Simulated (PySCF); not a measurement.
```csv
atom,x (Å),y (Å),z (Å)
C,-1.8669,0.6256,0.9984
C,-1.3257,-0.0303,-0.2580
C,-1.5412,-1.5352,-0.2667
O,0.0866,0.1940,-0.3680
Si,1.1652,1.3229,-0.1193
P,2.9765,-0.1310,-0.5152
H,-1.6916,1.6991,0.9768
H,-2.9362,0.4524,1.0700
H,-1.3879,0.2038,1.8788
H,-1.7823,0.4216,-1.1456
H,-2.6043,-1.7527,-0.2552
H,-1.1076,-1.9758,-1.1604
H,-1.0814,-1.9863,0.6088
H,1.2940,2.3299,-1.1654
H,1.3830,1.7624,1.2542
H,3.2795,-1.0694,0.4471
H,4.2204,0.4265,-0.7016
H,2.9112,-0.9513,-1.6196
```

Geometry: GFN2-xTB.

Theory: PBE0/pcSseg-1, SCF density, gas phase, non-relativistic in PySCF.

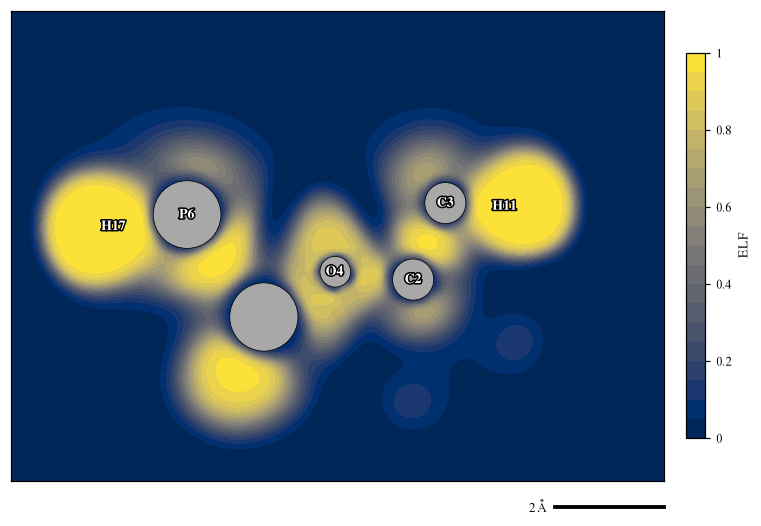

C$_{3}$H$_{12}$OPSi (SMILES CC(C)O[SiH2][PH3+]) (charge +1). ELF on the plane of atoms C3, C2 and O4. Grey discs cover the atomic cores.

Read the bonding off the picture.

Atoms in the plane: C, O, P and H.
C–O (1.43 Å): the ELF peaks at about 0.85 between the atoms, as expected for a shared but strongly polarised pair.
C–C (1.52 Å): the ELF peaks at about 0.95 between the atoms; a covalent bond.
C–H (1.09 Å): the ELF climbs to about 1 towards the hydrogen, as it does in any bond to H; an ordinary covalent bond to hydrogen.
P–H (1.38 Å): the ELF climbs to about 1 towards the hydrogen.
The ELF also peaks beside O4, away from the bonds: lone-pair regions.
